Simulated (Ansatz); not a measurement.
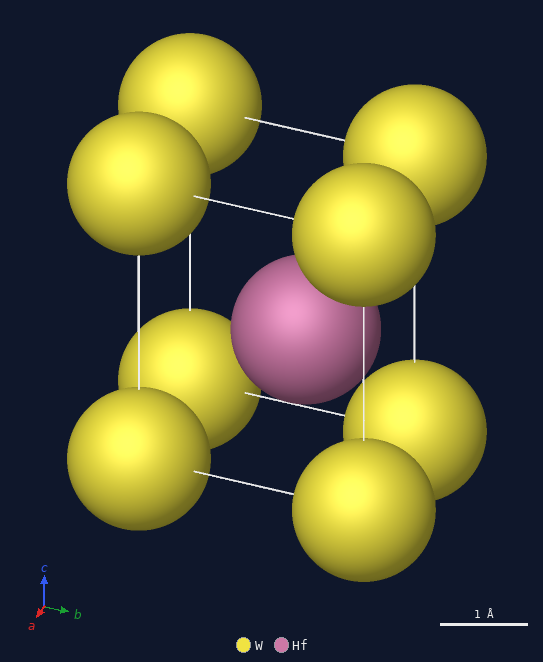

Drawn in the spheres-only manner and seen slightly off an axis. The simulation cell is outlined; an atom on or near a face, edge or corner is repeated at each equivalent position.

```
CELL_PARAMETERS angstrom
1.70604 2.95494 0.00000
-1.70604 2.95494 0.00000
0.00000 0.00000 3.32323
ATOMIC_POSITIONS crystal
W 0.00000 0.00000 0.00000
Hf 0.66670 0.66660 0.50000
```

Electronic-structure method: DFT, PAW plane waves, r2SCAN in Ansatz 0.2.0. Parameters: plane-wave cutoff 500 eV, Brillouin-zone sampling on an 11×11×10 mesh, Fermi-Dirac smearing of 0.012 eV, no spin polarisation. The pressure of the cell is 39 GPa.

Q: Give the Bader charge of each element.

A: Hf +0.85 e; W -0.85 e.

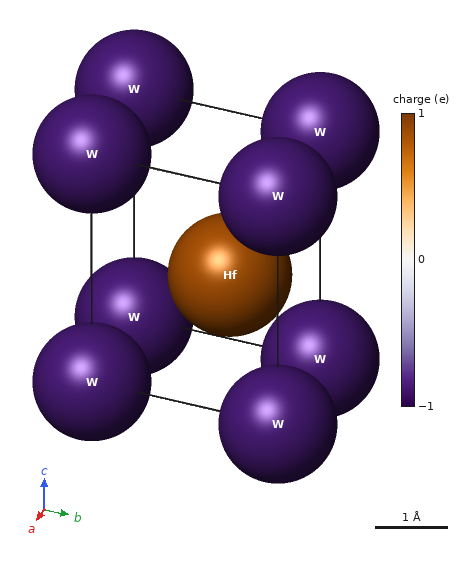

The atoms coloured by those charges.

About the cell: it is a generated cell, made by putting these elements into a known structure type (the compound may or may not exist in this form), and it is unrelaxed. It went into a calculation with Ansatz.

At this level of theory the cell isn't at rest (compressed, at 39 GPa), so its distances can differ from those at equilibrium, the more so the softer the solid.
